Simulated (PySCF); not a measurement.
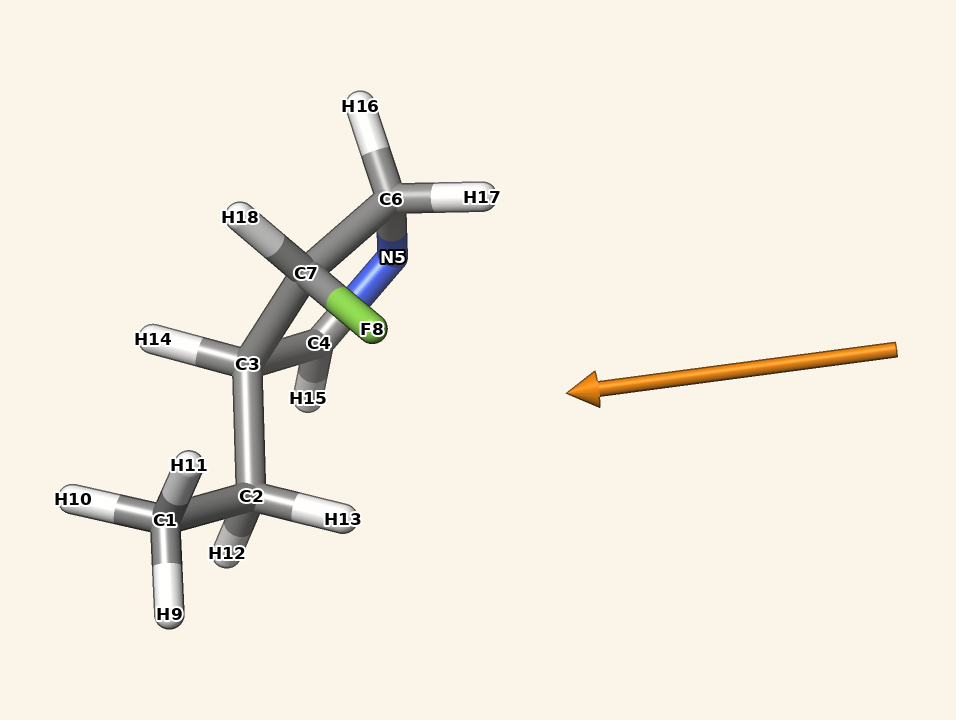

The arrow beside the molecule shows the direction of the dipole moment, from the negative to the positive end (its length means nothing). Computed geometry: GFN2-xTB optimisation. No frequency run is at hand to confirm it as a minimum. Level of theory: B3LYP/def2-SVPD, gas phase (PySCF 2.14.0).

> How large is the dipole moment?

2.21 D; it points from the side of H17 to the side of H10 (the outermost atoms at the two ends).
